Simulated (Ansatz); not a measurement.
**Cl2GaHO···PH3: density, localisation and related maps**

```csv
atom,x (Å),y (Å),z (Å)
Ga,0.1415,-0.0643,0.1874
O,-0.1858,-0.6138,1.8421
H,-1.1204,-0.5408,2.0827
Cl,2.0928,-0.3773,-0.6045
Cl,-1.4664,0.4902,-1.1161
P,0.8181,3.0278,1.2795
H,1.9009,2.3020,0.6974
H,-0.0756,2.7473,0.1985
H,0.3769,1.9130,2.0607
```

Method: Ansatz, RKS r2SCAN/def2-SVP.

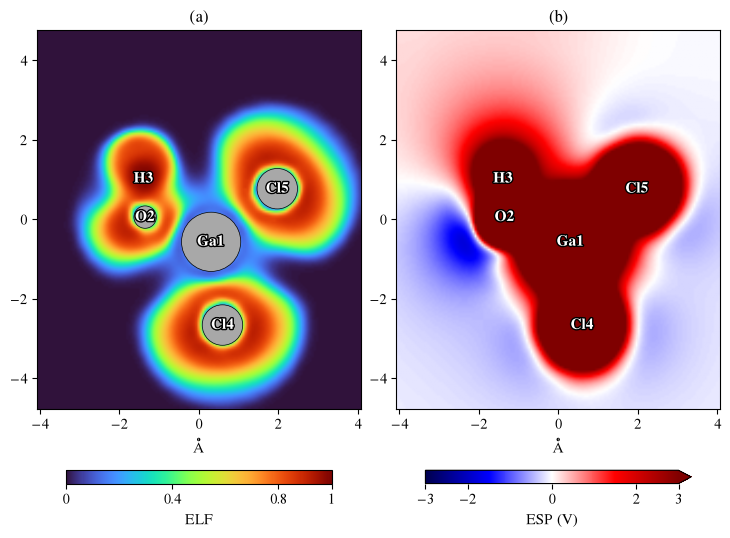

Figure 1. (a) electron localisation function; (b) molecular electrostatic potential on the plane of atoms Ga1, O2 and H3. Grey discs cover the atomic cores in the ELF map.

Read the bonding off the picture.

Answer. The plane passes through Ga, O, H and Cl nuclei. Ga–O (1.77 Å): the ELF peaks at about 0.85 in the valence shell of O, 0.6 Å from its nucleus, and is about 0.25 at the midpoint. Ga–Cl (2.13 Å): the ELF peaks at about 0.85 in the valence shell of Cl, 0.9 Å from its nucleus, and is about 0.55 at the midpoint. O–H (0.97 Å): the ELF climbs to about 1 towards the hydrogen, as it does in any bond to H (a covalent bond by its length). The ELF also peaks beside Cl4, O2 and Cl5, away from the bonds: lone-pair regions. Outside the dense part of the complex the potential is most negative (−1.8 V) near O2.

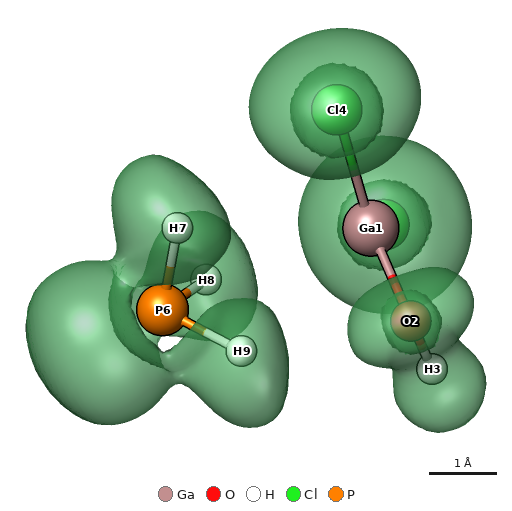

Figure 2. Isosurface of the ELF at 0.75 (green), seen across its widest extent. Core shells and regions of very low density are left out.

Describe the localisation domains.

Answer. The surface consists of two regions wrapped around Cl (the valence shell of each), one joined region spread over several atoms (H, O), in which their bonds and any lone pairs are merged and one joined region spread over several atoms (H, P), in which their bonds and any lone pairs are merged. Along the contacts the grid gives the following. Ga1···H9 (2.73 Å): the ELF dips to about 0.05 between them.

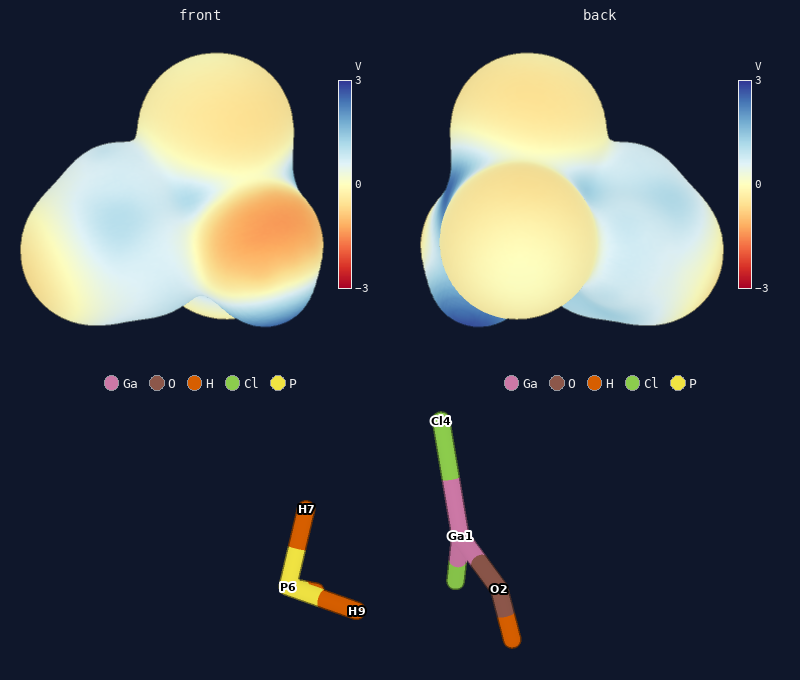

Figure 3. The electrostatic potential painted on the density surface at 0.002 e/bohr³, seen from the front and from behind; red is negative and blue positive. The bare structure is drawn below in the same view.

Describe the electrostatic potential map.

Answer. The most negative region (about −1.3 V, or −30 kcal/mol for a unit charge) lies over O2, the most positive (about +2.6 V, or +60 kcal/mol for a unit charge) over H3. O2 is the likeliest acceptor of a hydrogen bond.
